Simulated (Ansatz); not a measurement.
SiH4···CH4

```xyz
10

Si   -0.4200   -1.4600   -1.4200
H     0.1150   -0.1190   -1.7653
H     0.5420   -2.5035   -1.8569
H    -0.6184   -1.5531    0.0481
H    -1.7189   -1.6665   -2.1094
H     0.6975    1.7553    0.4090
C     0.4203    1.4609    1.4208
H     0.9653    0.5592    1.6986
H    -0.6505    1.2628    1.4606
H     0.6678    2.2639    2.1145
```

The reactant side of a reaction path; geometry: PBE0-D4/def2-TZVP.

Level of theory: RKS PBE0-D4/def2-TZVPP (Ansatz).

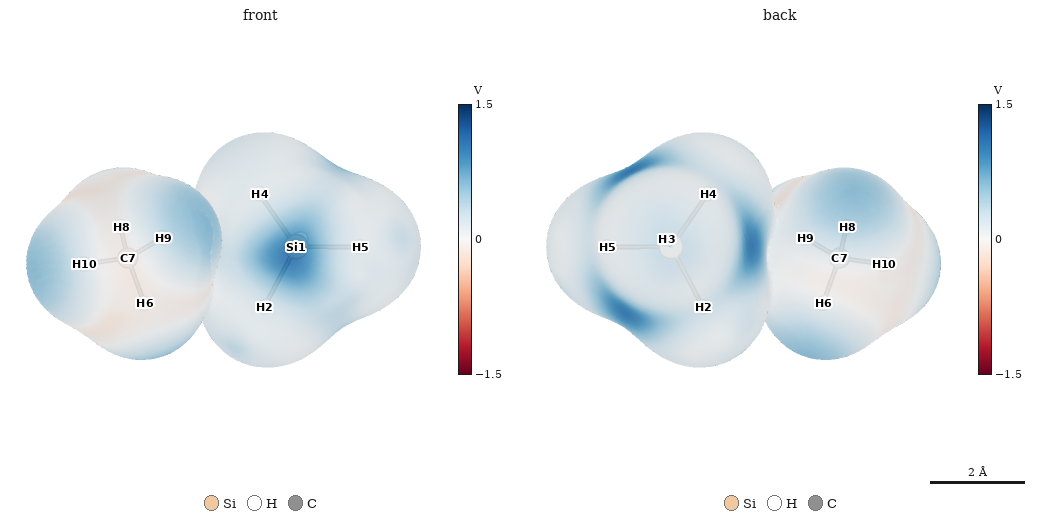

Figure 1. The molecular electrostatic potential painted on the density surface at 0.002 e/bohr³, seen from the front and from behind; the colour scale runs from red (negative) to blue (positive).

Q: Which sites attract a positive test charge, and which a negative one?

A: A positive charge is drawn to the negative regions and a negative charge to the positive ones. The most negative region (about −0.1 V) lies over C7, the most positive (about +1.1 V, or +25 kcal/mol for a unit charge) over Si1.

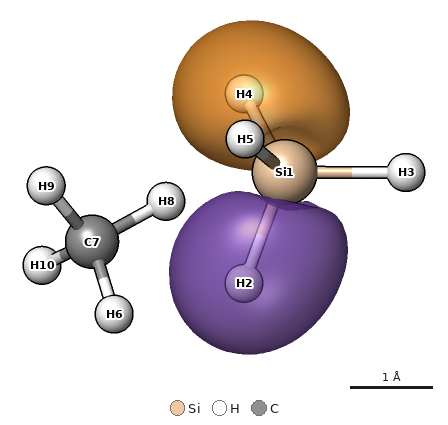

Figure 2. The HOMO−1 at ±0.15 Å⁻³ᐟ² (orange and purple are the two phases), seen at an oblique angle.

Q: Where does this orbital lie, and at what energy?

A: It lies mainly on Si1 (about 45 %), H2 (about 30 %) and H4 (about 25 %). Its energy is −9.84 eV.

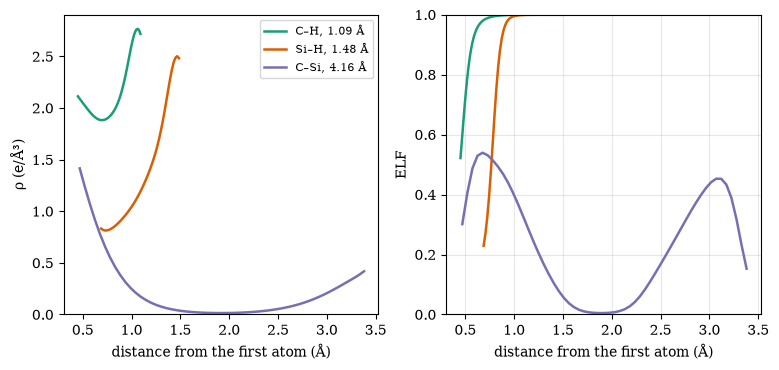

Figure 3. Electron density and electron localisation function along straight lines between neighbouring atoms. The curves leave out the atomic cores.

Q: Compare the contacts.

A: C–H (1.09 Å): ρ at the midpoint is about 2 e/Å³; the ELF climbs to about 1 towards the hydrogen, as it does in any bond to H; a covalent bond by its length.
Si–H (1.48 Å): the density is about 0.81 e/Å³ at the midpoint; the ELF climbs to about 1 towards the hydrogen.
C7···Si1 (4.16 Å): the density falls to about 0.01 e/Å³ on the way; the ELF dips to about 0 between them; a non-bonded, intermolecular contact.
